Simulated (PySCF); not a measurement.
System: RuSe (quintet).

```yaml
atoms:
  - { symbol: Ru, position_ang: [0.0000, 0.0000, -0.9718] }
  - { symbol: Se, position_ang: [0.0000, 0.0000, 1.2392] }
```

Core potentials replace the inner electrons of Ru.

Level of theory: PBE0/def2-TZVPP, non-relativistic Hamiltonian with scalar-relativistic core potentials where named, at a bond length of 2.211 Å (PySCF).

Predict the electron density, electron localisation function and spin density between the atoms.

Ru–Se (2.21 Å): the density is about 0.89 e/Å³ at the midpoint; the ELF peaks at about 0.60 in the valence shell of Se, 1.0 Å from its nucleus, and is about 0.45 at the midpoint.
The unpaired spin (4 electrons) lies mostly on Ru1 (about 3.2) and Se2 (about 0.8), in electrons by Hirshfeld's partition.

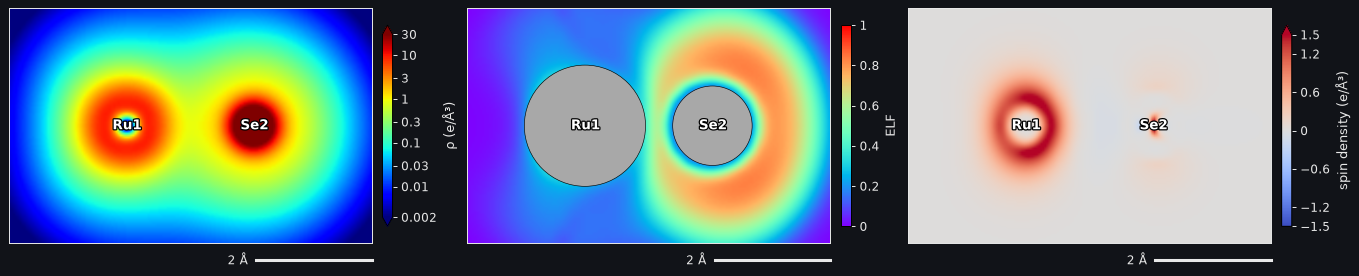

Computed electron density, electron localisation function and spin density on a plane that holds the molecular axis, in this order. Grey discs cover the atomic cores in the ELF map. 
